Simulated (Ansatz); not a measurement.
## Pressure series in Mg2Sn

The parent structure is Mg2Sn (space group Fm-3m, No. 225; a = 6.664 Å).

Cell and atoms are relaxed at each pressure.

All numbers come from Kohn–Sham DFT with the LDA functional, run in Ansatz (an electronic-structure program) with PAW and 420 eV plane waves, without spin-orbit coupling.

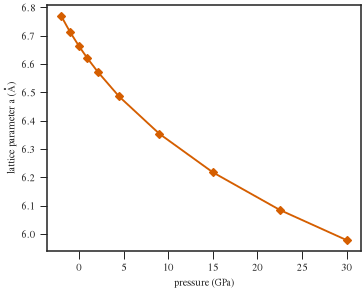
Fig. 1. Lattice parameter a against pressure

### Question
From the plot, what is the lattice parameter a for pressure −1 GPa?

### Answer
About 6.71 Å.

### Question
Is the trend monotonic over the range shown?

### Answer
Yes, it falls throughout, spanning 5.978 Å to 6.771 Å.

Load acts through the strain it causes; cell and atoms are relaxed under it. Whether these cells are dynamically stable was not tested. No other phases were tried under pressure.
